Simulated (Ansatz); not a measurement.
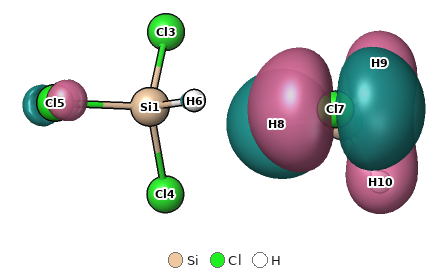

The picture shows: Cl$_{3}$HSi···ClH$_{3}$Si. The HOMO−1 at ±0.08 Å⁻³ᐟ² (teal and pink are the two phases), seen at an oblique angle.

The product side of a reaction path; geometry: PBE0-D4/def2-TZVP.

Theory: Ansatz 0.2.0, RKS PBE0-D4/def2-TZVPP.

```yaml
atoms:
  - { symbol: Si, position_ang: [-1.3256, 1.2397, -1.3281] }
  - { symbol: Si, position_ang: [1.3846, -1.2857, 1.3856] }
  - { symbol: Cl, position_ang: [-0.0521, -0.0091, -2.3005] }
  - { symbol: Cl, position_ang: [-2.2929, 0.2163, 0.1362] }
  - { symbol: Cl, position_ang: [-2.6936, 1.9526, -2.6503] }
  - { symbol: H, position_ang: [-0.5807, 2.3621, -0.7467] }
  - { symbol: Cl, position_ang: [1.4184, 0.7671, 1.2368] }
  - { symbol: H, position_ang: [0.3332, -1.8074, 0.4864] }
  - { symbol: H, position_ang: [2.7159, -1.7967, 0.9874] }
  - { symbol: H, position_ang: [1.0928, -1.6389, 2.7934] }
```

**What is the character of this orbital?**

It lies mainly on Cl7 (about 60 %), Si2 (about 15 %) and H8 (about 15 %). Its energy is −9.11 eV.
